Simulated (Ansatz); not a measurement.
Geometry relaxation of AlHCl2

AlHCl2, computed with RKS PBE0-D4/cc-pVDZ (Ansatz 0.2.0).

It belongs to a series of runs on one base structure; here: end point B relaxed. Figures and captions count atoms from 1; the log counts them from 0 in places.

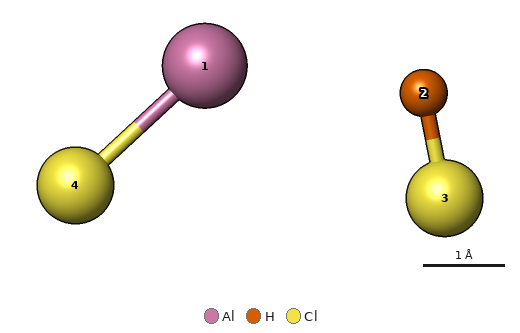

*The structure as given in the input (ball-and-stick view, seen on its broad side; atoms are numbered from 1 in the order of the input). Sticks mark near contacts.*

Input:
```yaml
crystal:
  periodic: [false, false, false]
  atoms:
    - { symbol: Al, position_ang: [-0.984038, 0.0, 0.46713] }
    - { symbol: H, position_ang: [1.58618, 0.0, 1.475884] }
    - { symbol: Cl, position_ang: [2.448496, 0.0, 0.453722] }
    - { symbol: Cl, position_ang: [-1.683838, 0.0, -1.607536] }
basis:
  gaussian: { orbitals: cc-pVDZ }
hamiltonian:
  xc: pbe0
  dispersion: d4
relax:
  f_tol: 0.03
  max_steps: 50
output:
  orbitals: {}
```

Hardware: 1 thread of AMD EPYC (Zen 3), 32 GiB of memory available, shared host.

Launch command:
```bash
ansatz run input.yaml --threads 1 --pin off --max-ram 2048MiB --backend cpu --events-out ev --progress --plain --runs-dir out
```

Output:
```
The last accepted step is kept in [file] (removed where the run ends without a failure and the disk answers)
Engine: ansatz 0.2.0, x86_64-unknown-linux-gnu
Functional definition: PBE0
  parameter a = 0.25
  parameter kappa = 0.804
  parameter beta = 0.06672455060314922
  exchange = (1 - a)*pbe_x(kappa = kappa, mu = beta*pi^2/3) + a*exact_x
  correlation = pbe_c(beta = beta)
672 factors; integrals over basis functions are off by at most 3.5e-4 eV
mean field evaluation 1: about -31647.8797 eV, gradient 1.7e1 eV
mean field evaluation 2: about -31647.2386 eV, gradient 2.3e1 eV
mean field evaluation 4: about -31648.8284 eV, gradient 5.0e-1 eV
mean field evaluation 8: about -31648.8397 eV, gradient 5.1e-3 eV
mean field -31648.83974532 eV, -1163.0734082863 hartree, gradient 2.6e-5 eV, S^2 0.000000; 0 other end points of the search recorded, 0 dependent functions left out
the calculation of the forces begins
reference -31648.83976953 eV, -1163.0734091761 hartree; 24, 24 occupied and 35, 35 virtual orbitals, 672 factors
relax step   1: F+E_penalty+E_count = -31648.92388438 eV  Δ(F+E_penalty+E_count) = +0.000e0 eV  max|allowed force component| = 8.368e-1 eV/Å  Δτ_max = 0.0000 Å  (24 SCF iters, accepted)
these checks for a lower state are left out or cut short: starts, cluster_reference, orbital_swaps, neighbouring_geometries, increment
672 factors; integrals over basis functions are off by at most 3.1e-4 eV
mean field evaluation 16: about -31648.8701 eV, gradient 3.1e-2 eV
mean field -31648.88027811 eV, -1163.0748978391 hartree, gradient 8.8e-5 eV, S^2 0.000000; 0 other end points of the search recorded, 0 dependent functions left out
[... from here on the field's lines of each further geometry are left out, up to the last ...]
relax step   2: F+E_penalty+E_count = -31648.95807911 eV  Δ(F+E_penalty+E_count) = -3.419e-2 eV  max|allowed force component| = 4.660e-1 eV/Å  Δτ_max = 0.1950 Å  (24 SCF iters, accepted)
relax step   3: F+E_penalty+E_count = -31648.94347909 eV  Δ(F+E_penalty+E_count) = +1.460e-2 eV  max|allowed force component| = 1.243e0 eV/Å  Δτ_max = 0.1983 Å  (26 SCF iters, rejected (line search))
relax step   4: F+E_penalty+E_count = -31648.96520449 eV  Δ(F+E_penalty+E_count) = -7.125e-3 eV  max|allowed force component| = 2.779e-1 eV/Å  Δτ_max = 0.0992 Å  (24 SCF iters, accepted)
relax step   5: F+E_penalty+E_count = -31648.97427802 eV  Δ(F+E_penalty+E_count) = -9.074e-3 eV  max|allowed force component| = 7.065e-2 eV/Å  Δτ_max = 0.0999 Å  (26 SCF iters, accepted)
relax step   6: F+E_penalty+E_count = -31648.97739390 eV  Δ(F+E_penalty+E_count) = -3.116e-3 eV  max|allowed force component| = 4.896e-2 eV/Å  Δτ_max = 0.0463 Å  (24 SCF iters, accepted)
relax step   7: F+E_penalty+E_count = -31648.97814434 eV  Δ(F+E_penalty+E_count) = -7.504e-4 eV  max|allowed force component| = 1.137e-1 eV/Å  Δτ_max = 0.0123 Å  (25 SCF iters, accepted)
relax step   8: F+E_penalty+E_count = -31648.96244932 eV  Δ(F+E_penalty+E_count) = +1.570e-2 eV  max|allowed force component| = 1.275e0 eV/Å  Δτ_max = 0.1994 Å  (27 SCF iters, rejected (line search))
relax step   9: F+E_penalty+E_count = -31648.98393521 eV  Δ(F+E_penalty+E_count) = -5.791e-3 eV  max|allowed force component| = 1.231e-1 eV/Å  Δτ_max = 0.0717 Å  (26 SCF iters, accepted)
relax step  10: F+E_penalty+E_count = -31648.98931285 eV  Δ(F+E_penalty+E_count) = -5.378e-3 eV  max|allowed force component| = 3.631e-1 eV/Å  Δτ_max = 0.0991 Å  (26 SCF iters, accepted)
relax step  11: F+E_penalty+E_count = -31648.99674433 eV  Δ(F+E_penalty+E_count) = -7.431e-3 eV  max|allowed force component| = 6.771e-2 eV/Å  Δτ_max = 0.0545 Å  (23 SCF iters, accepted)
relax step  12: F+E_penalty+E_count = -31649.00611330 eV  Δ(F+E_penalty+E_count) = -9.369e-3 eV  max|allowed force component| = 4.836e-1 eV/Å  Δτ_max = 0.1950 Å  (28 SCF iters, accepted)
relax step  13: F+E_penalty+E_count = -31649.00731191 eV  Δ(F+E_penalty+E_count) = -1.199e-3 eV  max|allowed force component| = 6.916e-1 eV/Å  Δτ_max = 0.1622 Å  (27 SCF iters, accepted)
relax step  14: F+E_penalty+E_count = -31649.01465933 eV  Δ(F+E_penalty+E_count) = -7.347e-3 eV  max|allowed force component| = 3.873e-2 eV/Å  Δτ_max = 0.0966 Å  (24 SCF iters, accepted)
relax step  15: F+E_penalty+E_count = -31649.00680673 eV  Δ(F+E_penalty+E_count) = +7.853e-3 eV  max|allowed force component| = 2.791e-1 eV/Å  Δτ_max = 0.1105 Å  (26 SCF iters, rejected (line search))
relax step  16: F+E_penalty+E_count = -31649.01758032 eV  Δ(F+E_penalty+E_count) = -2.921e-3 eV  max|allowed force component| = 6.859e-2 eV/Å  Δτ_max = 0.0537 Å  (24 SCF iters, accepted)
relax step  17: F+E_penalty+E_count = -31649.01826887 eV  Δ(F+E_penalty+E_count) = -6.885e-4 eV  max|allowed force component| = 4.083e-2 eV/Å  Δτ_max = 0.0292 Å  (23 SCF iters, accepted)
the calculation of the forces begins
reference -31648.92618287 eV, -1163.0765848077 hartree; 24, 24 occupied and 35, 35 virtual orbitals, 674 factors
relax step  18: F+E_penalty+E_count = -31649.01836532 eV  Δ(F+E_penalty+E_count) = -9.645e-5 eV  max|allowed force component| = 1.462e-3 eV/Å  Δτ_max = 0.0094 Å  (23 SCF iters, accepted)
```

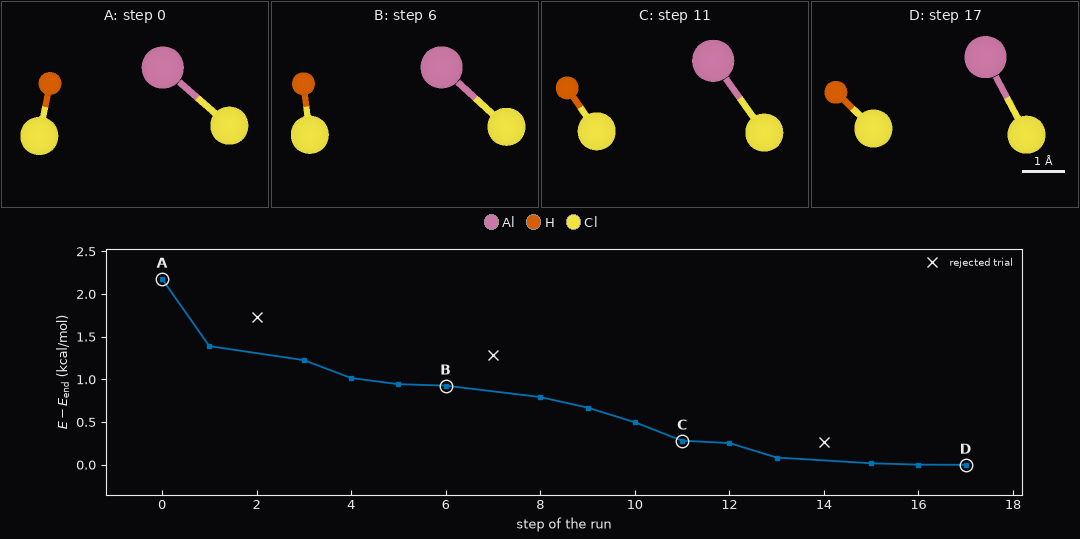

*Frames of the relaxation (ball-and-stick view, seen at an oblique angle) above the curves, on which the letters mark them (the first geometry is step 0 here and step 1 in the log).*

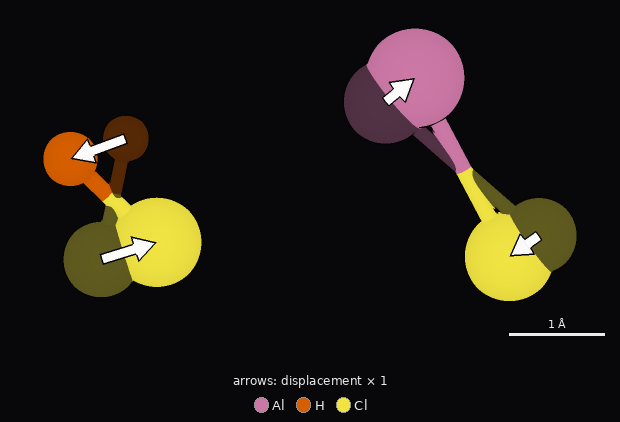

*Start (faint) and end (solid) with the displacements as white arrows, at true length (ball-and-stick view, seen at an oblique angle). The two geometries are laid on each other by the best rigid fit.*

The energy falls by 2.18 kcal/mol in 17 geometry steps. The largest force component goes from 0.84 to 0.0015 eV/Å. The line search rejected the trial steps at points 2, 7, 14 (counted from 0) and went back. H2 moves most after the best rigid fit: 0.62 Å. By element the largest moves are H 0.62 Å, Cl 0.61 Å, Al 0.40 Å. Among the contacts that change: H2–Cl3 1.337 → 1.293 Å, Al1–Cl4 2.190 → 2.194 Å. (Atoms are counted from 1 in the order of the input.)

```
674 factors; integrals over basis functions are off by at most 4.2e-4 eV
mean field -31648.92615911 eV, -1163.0765839346 hartree, gradient 1.8e-5 eV, S^2 0.000000; 1 other end points of the search recorded, 0 dependent functions left out
the calculation of the forces begins
reference -31648.92618287 eV, -1163.0765848077 hartree; 24, 24 occupied and 35, 35 virtual orbitals, 674 factors
Total energy: -31649.01838908 eV, -1163.0799733234 hartree
Atom 0 at    -1.380272    -0.000000     0.541002 Å, force    -0.000347     0.000000    -0.000323 eV/Å
Atom 1 at     2.201053     0.000000     1.572366 Å, force    -0.000078     0.000000    -0.001462 eV/Å
Atom 2 at     1.849420    -0.000000     0.327905 Å, force    -0.000687     0.000000     0.000864 eV/Å
Atom 3 at    -1.303402     0.000000    -1.652074 Å, force     0.001112    -0.000000     0.000921 eV/Å
Dipole moment:     0.280345    -0.000000     0.640398 e Å
```

Trajectory as extended XYZ (Å, eV, eV/Å), 18 frames, from step=1 to step=18:
```
4
Properties=species:S:1:pos:R:3:forces:R:3 step=1 energy=-31648.92388
Al   -0.9840    0.0000    0.4671   -0.1394   0.0000  -0.1563
H     1.5862    0.0000    1.4759    0.7552   0.0000  -0.8270
Cl    2.4485    0.0000    0.4537   -0.6769   0.0000   0.8368
Cl   -1.6838    0.0000   -1.6075    0.0610   0.0000   0.1464
4
Properties=species:S:1:pos:R:3:forces:R:3 step=2 energy=-31648.95808
Al   -1.1526    0.0000    0.3996    0.0030   0.0000  -0.0316
H     1.7655    0.0000    1.5524    0.3952   0.0000  -0.4533
Cl    2.5701    0.0000    0.5141   -0.4029   0.0000   0.4660
Cl   -1.8163    0.0000   -1.6770    0.0048   0.0000   0.0189
4
Properties=species:S:1:pos:R:3:forces:R:3 step=3 energy=-31648.94348 accepted=F
Al   -1.1590    0.0000    0.3681    0.0097   0.0000   0.0970
H     1.9137    0.0000    1.6843    0.5434   0.0000  -1.2426
Cl    2.4243    0.0000    0.4444   -0.5456   0.0000   1.2405
Cl   -1.8121    0.0000   -1.7076   -0.0074   0.0000  -0.0949
4
Properties=species:S:1:pos:R:3:forces:R:3 step=4 energy=-31648.96520
Al   -1.2045    0.0000    0.3758    0.0138   0.0000  -0.0342
H     1.8512    0.0000    1.6024    0.2183   0.0000  -0.2676
Cl    2.5753    0.0000    0.5180   -0.2400   0.0000   0.2779
Cl   -1.8552    0.0000   -1.7070    0.0079   0.0000   0.0239
4
Properties=species:S:1:pos:R:3:forces:R:3 step=5 energy=-31648.97428
Al   -1.1678    0.0000    0.3592   -0.0005   0.0000   0.0294
H     1.9059    0.0000    1.6514    0.0653   0.0000  -0.0580
Cl    2.4794    0.0000    0.4901   -0.0707   0.0000   0.0603
Cl   -1.8506    0.0000   -1.7115    0.0058   0.0000  -0.0317
4
Properties=species:S:1:pos:R:3:forces:R:3 step=6 energy=-31648.97739
Al   -1.1698    0.0000    0.3641   -0.0063   0.0000   0.0388
H     1.9325    0.0000    1.6642    0.0144   0.0000   0.0482
Cl    2.4356    0.0000    0.4750   -0.0171   0.0000  -0.0490
Cl   -1.8314    0.0000   -1.7141    0.0089   0.0000  -0.0381
4
Properties=species:S:1:pos:R:3:forces:R:3 step=7 energy=-31648.97814
Al   -1.1734    0.0000    0.3672   -0.0062   0.0000   0.0417
H     1.9402    0.0000    1.6657   -0.0111   0.0000   0.1125
Cl    2.4240    0.0000    0.4707    0.0081   0.0000  -0.1137
Cl   -1.8240    0.0000   -1.7144    0.0092   0.0000  -0.0404
4
Properties=species:S:1:pos:R:3:forces:R:3 step=8 energy=-31648.96245 accepted=F
Al   -1.2334    0.0000    0.3944   -0.0314   0.0000   0.0094
H     2.0972    0.0000    1.7312    0.1414   0.0000  -1.2749
Cl    2.2372    0.0000    0.4009   -0.1520   0.0000   1.2536
Cl   -1.7342    0.0000   -1.7374    0.0420   0.0000   0.0120
4
Properties=species:S:1:pos:R:3:forces:R:3 step=9 energy=-31648.98394
Al   -1.2001    0.0000    0.3837   -0.0080   0.0000   0.0406
H     1.9920    0.0000    1.6808   -0.0062   0.0000   0.1175
Cl    2.3572    0.0000    0.4447   -0.0019   0.0000  -0.1231
Cl   -1.7823    0.0000   -1.7200    0.0162   0.0000  -0.0351
4
Properties=species:S:1:pos:R:3:forces:R:3 step=10 energy=-31648.98931
Al   -1.2261    0.0000    0.4042   -0.0231   0.0000   0.0076
H     2.0547    0.0000    1.6994    0.0768   0.0000  -0.3631
Cl    2.2637    0.0000    0.4118   -0.0882   0.0000   0.3495
Cl   -1.7255    0.0000   -1.7262    0.0345   0.0000   0.0060
4
Properties=species:S:1:pos:R:3:forces:R:3 step=11 energy=-31648.99674
Al   -1.2768    0.0000    0.4242   -0.0043   0.0000   0.0216
H     2.1042    0.0000    1.6912    0.0176   0.0000  -0.0677
Cl    2.2114    0.0000    0.4010   -0.0423   0.0000   0.0536
Cl   -1.6720    0.0000   -1.7272    0.0290   0.0000  -0.0075
4
Properties=species:S:1:pos:R:3:forces:R:3 step=12 energy=-31649.00611
Al   -1.2855    0.0000    0.4939   -0.0285   0.0000  -0.0665
H     2.1250    0.0000    1.6469   -0.0283   0.0000  -0.4836
Cl    2.0255    0.0000    0.3422    0.0160   0.0000   0.4659
Cl   -1.4982    0.0000   -1.6938    0.0408   0.0000   0.0841
4
Properties=species:S:1:pos:R:3:forces:R:3 step=13 energy=-31649.00731
Al   -1.3130    0.0000    0.5365   -0.0433   0.0000  -0.0947
H     2.1711    0.0000    1.6006   -0.1688   0.0000  -0.6916
Cl    1.8648    0.0000    0.3197    0.1855   0.0000   0.6721
Cl   -1.3561    0.0000   -1.6676    0.0266   0.0000   0.1141
4
Properties=species:S:1:pos:R:3:forces:R:3 step=14 energy=-31649.01466
Al   -1.3865    0.0000    0.5083   -0.0357   0.0000   0.0195
H     2.2677    0.0000    1.5983   -0.0387   0.0000  -0.0237
Cl    1.8619    0.0000    0.3695    0.0380   0.0000  -0.0127
Cl   -1.3764    0.0000   -1.6869    0.0365   0.0000   0.0169
4
Properties=species:S:1:pos:R:3:forces:R:3 step=15 energy=-31649.00681 accepted=F
Al   -1.4656    0.0000    0.5511    0.0845   0.0000  -0.0992
H     2.1697    0.0000    1.5705    0.0856   0.0000   0.2791
Cl    1.9518    0.0000    0.3053   -0.1264   0.0000  -0.2373
Cl   -1.2890    0.0000   -1.6376   -0.0437   0.0000   0.0574
4
Properties=species:S:1:pos:R:3:forces:R:3 step=16 energy=-31649.01758
Al   -1.3966    0.0000    0.5303    0.0136   0.0000  -0.0352
H     2.2149    0.0000    1.5886   -0.0183   0.0000  -0.0686
Cl    1.8867    0.0000    0.3357   -0.0010   0.0000   0.0650
Cl   -1.3382    0.0000   -1.6653    0.0058   0.0000   0.0387
4
Properties=species:S:1:pos:R:3:forces:R:3 step=17 energy=-31649.01827
Al   -1.3779    0.0000    0.5403    0.0023   0.0000  -0.0232
H     2.1976    0.0000    1.5765   -0.0094   0.0000  -0.0408
Cl    1.8588    0.0000    0.3272    0.0054   0.0000   0.0402
Cl   -1.3117    0.0000   -1.6548    0.0016   0.0000   0.0239
4
Properties=species:S:1:pos:R:3:forces:R:3 step=18 energy=-31649.01836
Al   -1.3803    0.0000    0.5410   -0.0003   0.0000  -0.0003
H     2.2011    0.0000    1.5724   -0.0001   0.0000  -0.0015
Cl    1.8494    0.0000    0.3279   -0.0007   0.0000   0.0009
Cl   -1.3034    0.0000   -1.6521    0.0011   0.0000   0.0009
```

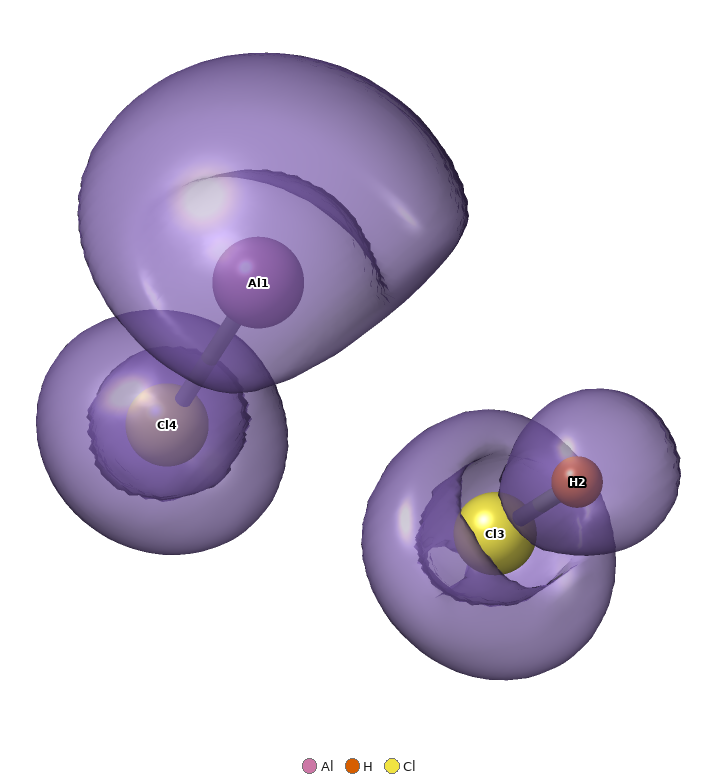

*Isosurface of the ELF at 0.8 (purple), seen at a tilt. Core shells and regions of very low density are left out.*

Along the contacts the grid gives the following. Al1···Cl3 (3.24 Å): the ELF is only about 0.10 between them. Al–Cl (2.19 Å): the ELF peaks at about 0.85 in the valence shell of Cl, 0.8 Å from its nucleus, and is about 0.75 at the midpoint.

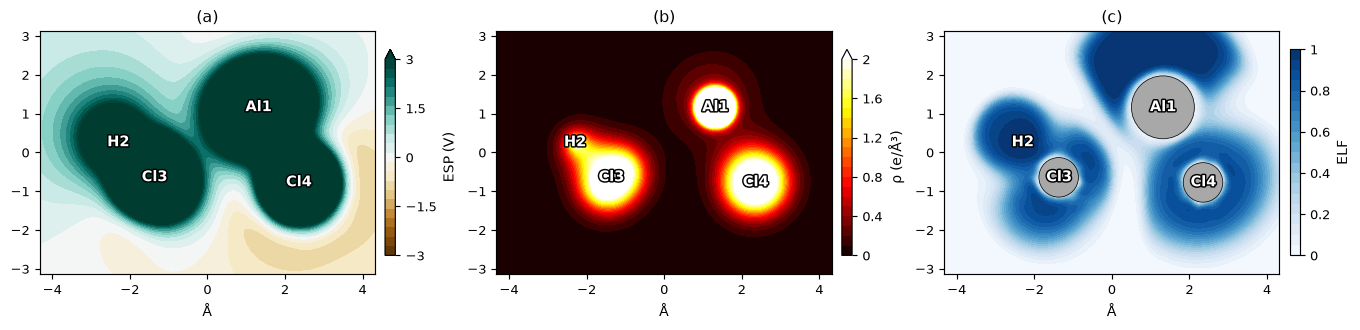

*(a) molecular electrostatic potential; (b) total electron density; (c) electron localisation function on the molecular plane. Grey discs, where drawn, cover atomic cores.*

Al1···Cl3 (3.24 Å): ρ is about 0.09 e/Å³ halfway; the ELF is only about 0.10 between them. Cl–H (1.29 Å): ρ at the midpoint is about 1.8 e/Å³, with its minimum of 1.6 e/Å³ about 0.9 Å from Cl; the ELF climbs to about 1 towards the hydrogen, as it does in any bond to H.

Summary:

```csv
quantity,value
outcome,converged
total energy,−31649.0184 eV
mean-field energy,−31648.9262 eV
largest force (length of the vector) at the end,0.001 eV/Å
wall time,31 s
peak memory,0.14 GiB
```
